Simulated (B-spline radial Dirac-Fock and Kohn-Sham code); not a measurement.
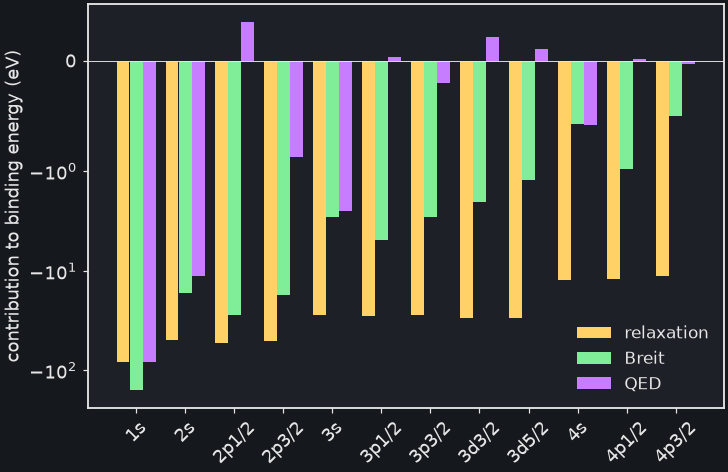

Bars give the relaxation, Breit and QED contributions (eV) to the binding energies of the deepest subshells, counted from the Koopmans value, on an axis that is logarithmic beyond ±1 eV. System: the dysprosium atom in the configuration [Xe] 4f10 6s2. Method: Dirac–Fock ΔSCF (average of configuration, Fermi nucleus, Breit and QED terms, no correlation) (computed with a B-spline radial atomic code). Open shells are averaged over j.

What can be read from it?

For 1s (bound by 53.788 keV) relaxation contributes −82.5 eV, the Breit interaction −157 eV and QED −81.5 eV, so Breit is the largest correction there. For 4p3/2 the three are −11.3 eV, −0.50 eV and −0.032 eV. Relaxation is largest in size for 1s.
